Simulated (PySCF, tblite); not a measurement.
# C₅H₅F₃O₂SSi: excited states

Aim: compute the excited states of C₅H₅F₃O₂SSi (`O=S(=O)(C1=CC=C[SiH2]1)C(F)(F)F`).

Computed with tblite 0.8.0 and PySCF 2.14.0 and routines of our own; the level stands in each step. Atoms count from 0.

## (1) The system as given

17 atoms, charge 0, multiplicity 1; geometry from: force field or distance geometry start.

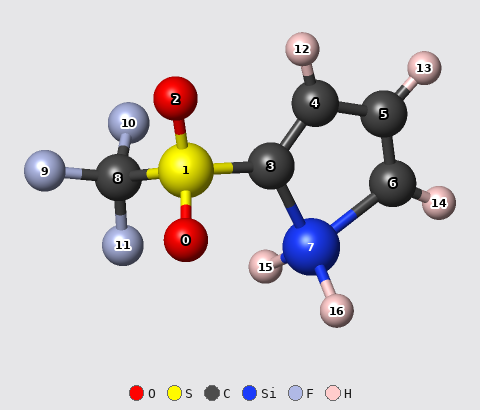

The starting geometry (oxygen red, sulfur yellow, carbon dark grey, silicon blue, fluorine light blue, hydrogen pink).

## (2) Relaxing the molecule with GFN2-xTB

Job settings and geometry (Å):

```
{"job": {"kind": "relax", "xc": "GFN2-xTB", "basis": "xTB"}, "charge": 0, "multiplicity": 1}
O     -1.698500    -2.081700    -0.110000
S     -1.595600    -0.721300     0.407400
O     -2.106800    -0.456900     1.752700
C      0.065100    -0.285900     0.386000
C      0.709400     0.297400     1.424400
C      2.106200     0.586600     1.143500
C      2.538700     0.220100    -0.079800
Si     1.152800    -0.582700    -1.063200
C     -2.321300     0.454200    -0.769500
F     -3.692400     0.419300    -0.768000
F     -1.973500     1.745000    -0.504400
F     -1.935500     0.209100    -2.051900
H      0.257600     0.557100     2.381200
H      2.744400     1.062400     1.886800
H      3.527400     0.340300    -0.481600
H      0.765100     0.254500    -2.214200
H      1.449600    -2.005500    -1.349400
```

Launch:

```console
OMP_NUM_THREADS=1 python excited_run.py task.json out
```

The driver reads the jobs from task.json and runs them one after another.

The program printed:

```text
step      E/eV     max force
  0   -1100.96063    3.589
  1   -1101.22003    1.306
  2   -1101.25077    0.489
  3   -1101.27101    0.467
  4   -1101.29431    0.518
  5   -1101.30449    0.342
  6   -1101.31730    0.367
  7   -1101.32483    0.295
  8   -1101.32868    0.143
  9   -1101.33043    0.092
 10   -1101.33167    0.114
 11   -1101.33255    0.094
 12   -1101.33317    0.054
 13   -1101.33361    0.058
 14   -1101.33394    0.054
 15   -1101.33423    0.052
 16   -1101.33459    0.051
 17   -1101.33507    0.085
 18   -1101.33560    0.088
 19   -1101.33607    0.060
 20   -1101.33645    0.050
 21   -1101.33682    0.055
 22   -1101.33720    0.071
 23   -1101.33755    0.054
 24   -1101.33781    0.042
 25   -1101.33802    0.041
 26   -1101.33823    0.041
 27   -1101.33843    0.038
 28   -1101.33859    0.033
 29   -1101.33869    0.023
 30   -1101.33877    0.025
 31   -1101.33886    0.024
 32   -1101.33898    0.028
 33   -1101.33910    0.030
 34   -1101.33923    0.026
 35   -1101.33936    0.026
 36   -1101.33953    0.038
 37   -1101.33975    0.042
 38   -1101.33998    0.037
 39   -1101.34013    0.028
 40   -1101.34024    0.028
 41   -1101.34034    0.028
 42   -1101.34047    0.030
 43   -1101.34058    0.024
 44   -1101.34067    0.025
 45   -1101.34075    0.028
 46   -1101.34087    0.031
 47   -1101.34104    0.037
 48   -1101.34123    0.035
 49   -1101.34138    0.029
 50   -1101.34151    0.029
 51   -1101.34162    0.032
 52   -1101.34173    0.030
 53   -1101.34183    0.032
 54   -1101.34195    0.029
 55   -1101.34215    0.055
 56   -1101.34249    0.076
 57   -1101.34298    0.073
 58   -1101.34355    0.060
 59   -1101.34417    0.059
 60   -1101.34490    0.068
 61   -1101.34584    0.094
 62   -1101.34681    0.080
 63   -1101.34760    0.069
 64   -1101.34821    0.064
 65   -1101.34853    0.125
 66   -1101.34924    0.097
 67   -1101.34977    0.066
 68   -1101.35034    0.042
 69   -1101.35049    0.032
 70   -1101.35072    0.031
 71   -1101.35089    0.030
 72   -1101.35095    0.029
 73   -1101.35105    0.023
 74   -1101.35109    0.022
 75   -1101.35114    0.025
 76   -1101.35119    0.025
 77   -1101.35127    0.020
 78   -1101.35136    0.027
 79   -1101.35148    0.036
 80   -1101.35160    0.031
 81   -1101.35171    0.021
 82   -1101.35181    0.032
 83   -1101.35193    0.039
 84   -1101.35209    0.034
 85   -1101.35228    0.030
 86   -1101.35242    0.021
 87   -1101.35251    0.021
 88   -1101.35257    0.021
 89   -1101.35264    0.023
 90   -1101.35274    0.027
 91   -1101.35283    0.022
 92   -1101.35291    0.015
 93   -1101.35297    0.018
 94   -1101.35301    0.017
 95   -1101.35304    0.014
 96   -1101.35306    0.009
```

Run time: 1.2 s. Hardware: 1 thread of Intel Xeon Platinum 8488C, shared host; peak memory 0.18 GiB.

Along the way: (not every step is listed)

| step | energy from step 0 (eV) | largest force (eV/Å) |
| --- | --- | --- |
| 0 | 0.0000 | 3.5891 |
| 1 | -0.2594 | 1.3058 |
| 2 | -0.2901 | 0.4892 |
| 3 | -0.3104 | 0.4673 |
| 4 | -0.3337 | 0.5178 |
| 5 | -0.3439 | 0.3418 |
| 6 | -0.3567 | 0.3672 |
| 7 | -0.3642 | 0.2948 |
| 8 | -0.3681 | 0.1430 |
| 16 | -0.3740 | 0.0513 |
| 24 | -0.3772 | 0.0422 |
| 32 | -0.3783 | 0.0284 |
| 40 | -0.3796 | 0.0280 |
| 48 | -0.3806 | 0.0352 |
| 56 | -0.3819 | 0.0759 |
| 64 | -0.3876 | 0.0642 |
| 72 | -0.3903 | 0.0292 |
| 80 | -0.3910 | 0.0314 |
| 88 | -0.3919 | 0.0213 |
| 91 | -0.3922 | 0.0221 |
| 92 | -0.3923 | 0.0154 |
| 93 | -0.3923 | 0.0180 |
| 94 | -0.3924 | 0.0173 |
| 95 | -0.3924 | 0.0142 |
| 96 | -0.3924 | 0.0095 |

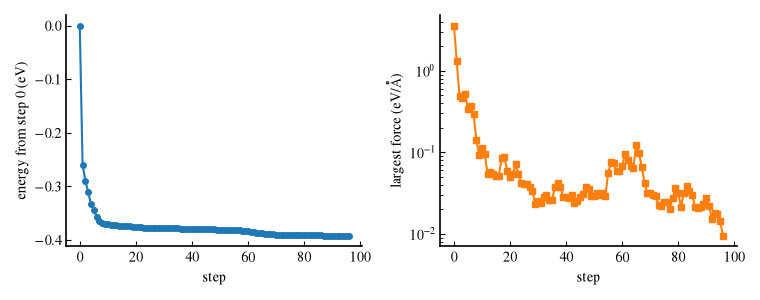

Energy and force, step by step.

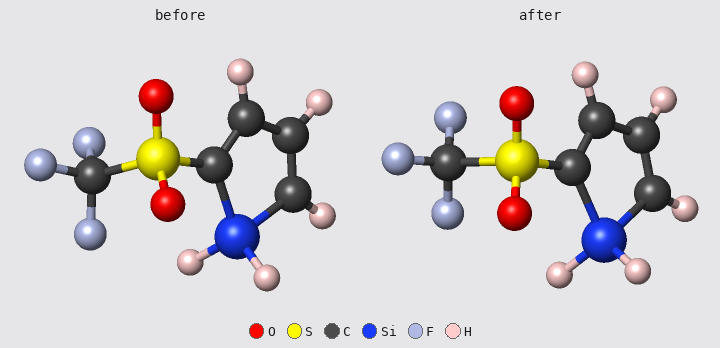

Before and after, at one scale.

Close pairs (by a distance rule), those that changed most:

| bond | before (Å) | after (Å) | change (Å) |
| --- | --- | --- | --- |
| S1–C8 | 1.815 | 1.897 | +0.082 |
| C3–Si7 | 1.836 | 1.889 | +0.053 |
| C8–F9 | 1.372 | 1.324 | -0.048 |
| S1–O2 | 1.463 | 1.429 | -0.035 |
| O0–S1 | 1.459 | 1.430 | -0.029 |
| C8–F10 | 1.363 | 1.336 | -0.027 |
| Si7–H16 | 1.481 | 1.458 | -0.024 |
| C8–F11 | 1.361 | 1.338 | -0.023 |

The final coordinates are the input of the step that follows.

## (3) Vibrational analysis with GFN2-xTB

Job settings and geometry (Å):

```
{"job": {"kind": "ir", "xc": "GFN2-xTB", "basis": "xTB"}, "charge": 0, "multiplicity": 1}
O     -1.793794    -1.997854    -0.463622
S     -1.586910    -0.845123     0.356252
O     -2.137068    -0.803879     1.674163
C      0.084290    -0.366501     0.303128
C      0.646683     0.396232     1.245351
C      2.048519     0.712217     1.014916
C      2.592096     0.199115    -0.099321
Si     1.307258    -0.812175    -1.065834
C     -2.379100     0.601235    -0.581448
F     -3.691446     0.482394    -0.706908
F     -2.110400     1.744454     0.056039
F     -1.838521     0.691401    -1.802172
H      0.122547     0.755378     2.117991
H      2.579151     1.326182     1.727050
H      3.623172     0.375017    -0.355526
H      0.932610    -0.204845    -2.338584
H      1.593914    -2.241218    -1.091384
```

The program printed:

```text
mode    cm-1     km/mol
  1      26.2      0.02
  2      38.0      0.26
  3      55.5      0.36
  4      96.0      4.93
  5     130.9      3.10
  6     140.7      7.00
  7     195.5      1.28
  8     253.4     11.41
  9     271.8      1.46
 10     282.7      4.68
 11     318.6      1.84
 12     360.8      3.16
 13     366.7      4.65
 14     453.6     77.10
 15     472.5      3.92
 16     475.3     28.53
 17     487.9     55.98
 18     512.0    192.94
 19     548.7    121.07
 20     583.4    183.84
 21     611.2     36.12
 22     644.3      1.03
 23     660.3     18.88
 24     723.7    180.48
 25     749.8     72.82
 26     789.5     33.75
 27     890.1      0.12
 28     912.9      0.15
 29     982.1     94.31
 30    1029.7     19.87
 31    1078.6    203.80
 32    1086.1    168.35
 33    1112.7     18.02
 34    1126.4     34.18
 35    1160.9    461.95
 36    1218.7      2.41
 37    1286.0    467.44
 38    1298.2      9.23
 39    1535.0     30.71
 40    1618.4     14.25
 41    2305.2    137.25
 42    2319.0    266.47
 43    3078.7     12.39
 44    3089.2     13.51
 45    3109.2     17.12
```

It took 1.3 s on 1 thread of Intel Xeon Platinum 8488C, shared host; peak memory 0.18 GiB.

Which atoms move in the most intense modes:

| cm⁻¹ | km/mol | atoms |
| --- | --- | --- |
| 512 | 192.9 | H16 20 %, H15 16 %, S1 15 %, C6 12 % |
| 583 | 183.8 | S1 27 %, H15 16 %, Si7 12 % |
| 724 | 180.5 | H15 45 %, H16 43 % |
| 1079 | 203.8 | C8 55 %, F11 20 % |
| 1086 | 168.3 | C8 69 %, F10 20 % |
| 1161 | 461.9 | C8 24 %, O0 22 %, O2 21 %, S1 18 % |
| 1286 | 467.4 | S1 44 %, O2 28 %, O0 27 % |
| 2319 | 266.5 | H16 89 % |

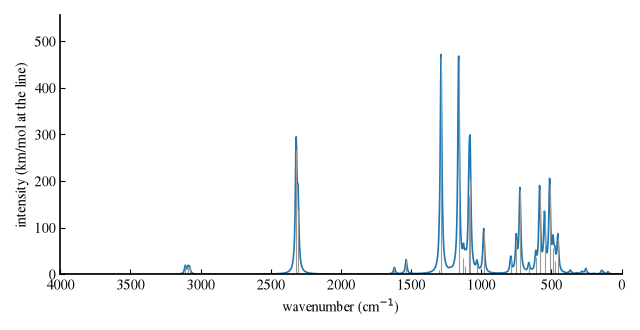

The infrared spectrum from these modes, unscaled. Lines are broadened to a width of 14 cm⁻¹ (Lorentzian).

## (4) Excited states: TDA BHandHLYP/def2-SVP

The job, as its differences from that of step 3:

```diff
@@ -1,2 +1,2 @@
-{"job": {"kind": "ir", "xc": "GFN2-xTB", "basis": "xTB"}, "charge": 0, "multiplicity": 1}
+{"job": {"kind": "states", "xc": "BHandHLYP", "basis": "def2-SVP", "tda": true, "soc": true, "nstates": 8, "ntriplets": 6, "nquad": 4}, "charge": 0, "multiplicity": 1}
 O     -1.793794    -1.997854    -0.463622
```

Method: TDA BHandHLYP/def2-SVP excited states, vertical, gas phase, spin-orbit mean-field couplings.

The program printed:

```text
coarse grid: 17208 points
cycle   1  E = -1329.5078265220  dE =  3.079e+00  |g| = 1.471e+00  |ddm| = 4.938e+00
cycle   2  E = -1329.0175472961  dE =  4.903e-01  |g| = 2.239e+00  |ddm| = 3.347e+00
cycle   3  E = -1329.9294425613  dE = -9.119e-01  |g| = 1.572e-01  |ddm| = 2.230e+00
cycle   4  E = -1329.9326240713  dE = -3.182e-03  |g| = 1.098e-01  |ddm| = 2.580e-01
cycle   5  E = -1329.9352021297  dE = -2.578e-03  |g| = 1.354e-02  |ddm| = 1.081e-01
cycle   6  E = -1329.9352466963  dE = -4.457e-05  |g| = 6.344e-03  |ddm| = 2.345e-02
cycle   7  E = -1329.9352565606  dE = -9.864e-06  |g| = 1.812e-03  |ddm| = 8.561e-03
final grid: 163800 points
cycle   8  E = -1330.0516815622  dE = -1.790e-05  |g| = 3.322e-03  |ddm| = 1.709e-02
cycle   9  E = -1330.0516810309  dE =  5.313e-07  |g| = 3.772e-03  |ddm| = 7.305e-03
cycle  10  E = -1330.0516840684  dE = -3.038e-06  |g| = 5.191e-04  |ddm| = 4.018e-03
cycle  11  E = -1330.0516841223  dE = -5.387e-08  |g| = 1.756e-04  |ddm| = 7.014e-04
cycle  12  E = -1330.0516841300  dE = -7.659e-09  |g| = 4.902e-05  |ddm| = 2.297e-04
cycle  13  E = -1330.0516841306  dE = -6.412e-10  |g| = 1.793e-05  |ddm| = 7.470e-05
converged SCF energy = -1330.0516841306

Singlet excitations
state   eV       nm        f     d(h-e)  d(exc)  Lambda  PR(NTO)  |dmu|/D   mu/D   main configurations
  1   4.7284   262.2   0.19015   0.317   2.666   0.798   1.097    1.045    6.624   H->L 0.95
  2   5.4357   228.1   0.00280   1.041   3.074   0.426   1.037    3.050    2.781   H-1->L 0.71, H-2->L 0.11
  3   5.9492   208.4   0.00054   0.849   3.147   0.465   1.069    2.391    3.475   H-2->L 0.45, H-1->L 0.18, H-4->L 0.16
  4   6.5937   188.0   0.01002   1.463   3.299   0.511   1.099    4.177    1.772   H-2->L 0.32, H-5->L 0.26, H-4->L 0.21
  5   7.0009   177.1   0.00670   2.075   3.560   0.534   1.072                     H-3->L 0.55, H-5->L 0.12, H-7->L 0.11
  6   7.1722   172.9   0.08868   0.459   3.059   0.640   1.538                     H-4->L 0.36, H-5->L 0.27, H->L+2 0.19
  7   7.3090   169.6   0.00222   2.508   3.680   0.424   1.059                     H-6->L 0.74
  8   7.3602   168.5   0.00071   1.757   3.193   0.356   1.087                     H->L+1 0.94

Triplet excitations (Tamm-Dancoff)
state   eV     d(h-e)  d(exc)  Lambda  PR(NTO)   main configurations
  1   2.5421   0.045   2.426   0.802   1.081   H->L 0.94
  2   4.6720   0.061   2.168   0.665   1.736   H-4->L 0.28, H->L+2 0.24, H-3->L 0.14
  3   5.0669   0.719   2.887   0.443   1.082   H-1->L 0.58, H-2->L 0.14
  4   5.5098   0.664   2.973   0.499   1.126   H-1->L 0.25, H-2->L 0.24, H-5->L 0.18
  5   6.1956   1.454   3.150   0.482   1.135   H-2->L 0.34, H-5->L 0.25, H-7->L 0.16
  6   6.6861   2.083   3.452   0.505   1.081   H-3->L 0.42, H-2->L 0.17, H-7->L 0.11
S1 - T1 = 2.1863 eV

Spin-orbit couplings |<S|Hso|T>| (cm-1)
             T1       T2       T3       T4       T5       T6
S0        0.444    0.770    8.339    4.335   10.318   11.249
S1        0.135    0.372    5.496    5.866    3.869    6.457
S2        3.898    8.351    2.270   17.241   14.484   19.040
S3        3.088    2.788   15.318    4.900   11.930   22.923
S4        3.907    5.426   13.615   12.814    8.187   22.325
S5        4.853    4.196   20.808   20.701   25.686    9.020
S6        1.283    2.052   16.126    8.492   16.465    6.237
S7        4.140    3.103   23.169   14.334    9.174   35.572
S8        4.704    2.604    2.598    1.713    4.757    4.846
T1 sublevels (cm-1): 0.000 0.001 0.001   radiative rates (1/s): 0.0151 0.00513 0.00368
```

Run time: 63 s. Hardware: 1 thread of Intel Xeon Platinum 8488C, shared host; peak memory 0.92 GiB.

From this job:

| quantity | value |
| --- | --- |
| S1 less T1 | 2.19 eV |

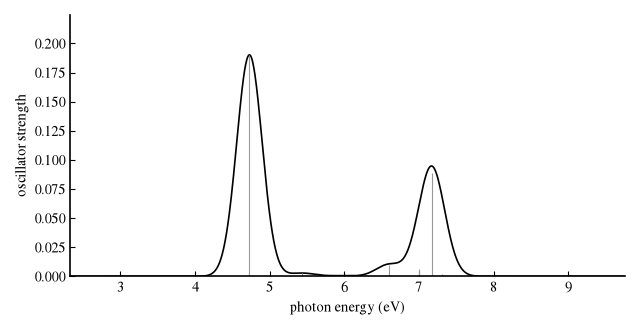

Absorption lines of the singlets. Lines are broadened to a width of 0.40 eV (Gaussian).

The fields below are evaluated on a grid from the run's orbitals.

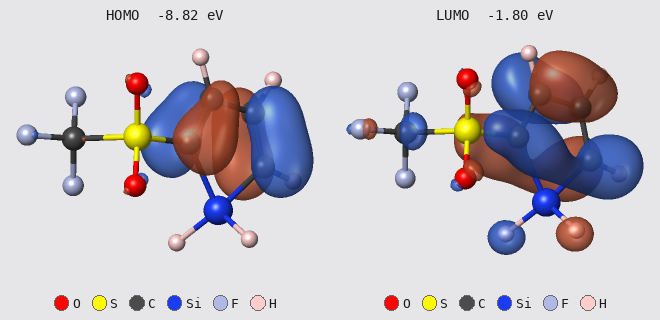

BHandHLYP/def2-SVP orbitals near the gap, drawn at the value that encloses 70 % of each; the two colours are the two signs.

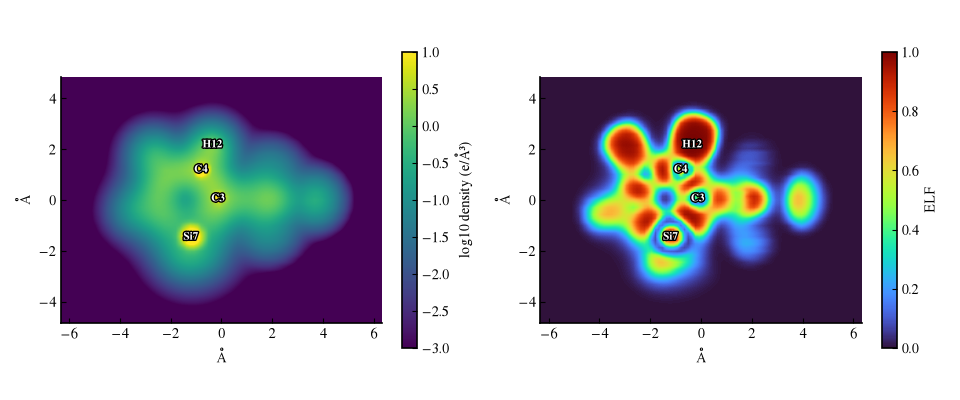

Density (left) and ELF (right) in a plane through or near 4 of the atoms.

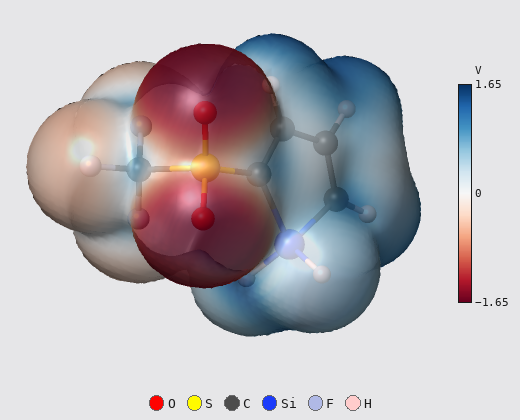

The potential that a unit positive charge feels on the 0.002 e/bohr³ surface, from the 1st to the 99th percentile, from -1.65 V near O0 to 1.59 V near H15.

## (5) What came out

```
                                   quantity                  value
  strongest single infrared mode (GFN2-xTB)  1286 cm⁻¹, 467 km/mol
               zero-point energy (GFN2-xTB)          57.9 kcal/mol
S1 less T1 (step 4, TDA BHandHLYP/def2-SVP)                2.19 eV
      surface potential, 1st and 99th percentile     -1.65 V and 1.59 V
```

**Reading.** All 45 modes are real, so the xTB geometry is a minimum. The strongest single mode, at 1286 cm⁻¹, has its largest shares on S1, O2 and O0 (the list is cut at 3 atoms). Unscaled tight-binding wavenumbers are off by several per cent, some by more. Its intensities can rank the bands wrongly. In step 4, the number of triplets below S1 is 2, and the largest singlet-triplet spin-orbit coupling is S7–T6, 35.57 cm⁻¹. At BHandHLYP/def2-SVP, counted by nearest atom on the grid, the HOMO lies on C3, C6 about 29 % each; C5 19 %, the LUMO on C3, C4, C6 about 20 % each; C5 10 %.
